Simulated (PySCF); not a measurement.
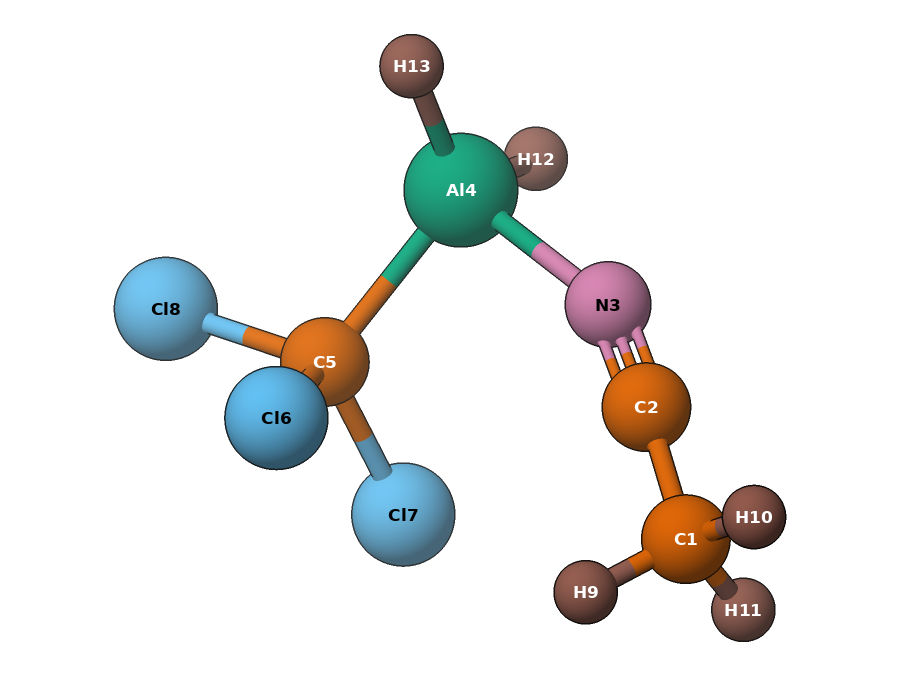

Numbered structure. The computed structure is the end point of a PBE0-D3(BJ)/def2-SVP optimisation. No frequency run is at hand to confirm it as a minimum.

List the bonds and their lengths.

```csv
bond,length (Å)
C1–C2,1.441
C1–H9,1.101
C1–H10,1.099
C1–H11,1.099
C2–N3,1.152
N3–Al4,2.017
Al4–C5,2.036
Al4–H12,1.589
Al4–H13,1.589
C5–Cl6,1.802
C5–Cl7,1.799
C5–Cl8,1.784
```
